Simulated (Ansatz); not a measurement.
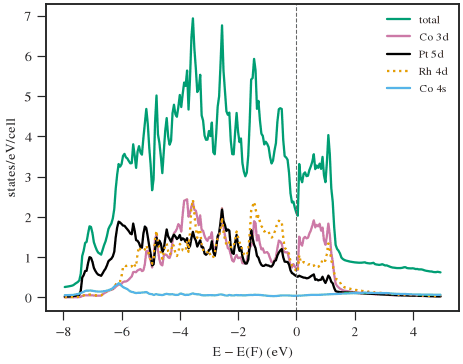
Figure: Total and projected density of states of CoPtRh in space group P3m1 (No. 156; Co on 1a, Pt on 1b, Rh on 1c), r²SCAN in the plane-wave PAW code Ansatz

Task: Which orbitals carry the states next to the Fermi level?

Result: Within 0.5 eV of the Fermi level: Co 3d 39 %, Rh 4d 32 %, Pt 5d 22 %. Projections are on Löwdin-orthogonalised atomic valence shells; empty p or d shells of many metals are not among them.

Task: Where is the tallest occupied peak in this window, and what makes it?

Result: Near -3.5 eV, about 6.9 states/eV per cell; the largest projected share is Rh 4d.

The start of the workflow was typed in or built on a structure type; neither database checked (COD, Materials Project) lists it. Whether it is the stable phase at ambient conditions was not checked. The r²SCAN relaxation kept the symmetry of its start; whether a distortion lowers the energy is not shown. Magnetic state: ferromagnetic, chosen from 3 collinear starts compared on coarse meshes (ties went to the first, and starts can fall back to one state), not a proven ground state. Other orbital occupations within this spin state were not tried. Scalar-relativistic: spin–orbit coupling is off unless named, which matters more the heavier the elements.

Potentials: the later of the program's two PAW sets.
